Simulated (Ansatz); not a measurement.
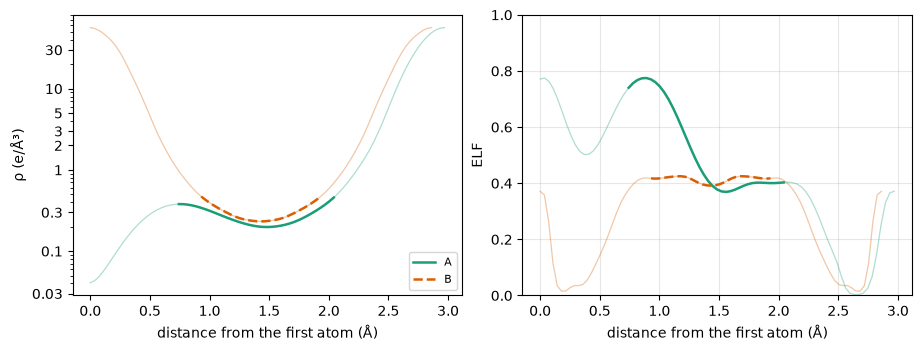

Figure. Si$_{5}$Ge. Valence electron density and electron localisation function along straight lines between neighbouring atoms. Thin, pale parts lie inside the atomic spheres.

Space group P-3m1; a structure generated by program, which may or may not match a known phase.

The calculation used Ansatz, DFT PBE, scalar-relativistic, plane waves, PAW.

The density is the valence pseudo-density of a PAW calculation; it isn't the true density close to the nuclei.

Question: Which curve belongs to which contact (Ge–Ge and Si–Ge)? The first atom named is at distance zero.

Answer: Curve A: Si–Ge (2.97 Å): the density is about 0.2 e/Å³ at the midpoint; the ELF peaks at about 0.75 in the valence shell of Si, 0.9 Å from its nucleus, and drops to about 0.35 between the two atoms. Curve B: Ge–Ge (2.86 Å): the density is about 0.23 e/Å³ at the midpoint; the ELF is about 0.40 at the midpoint.
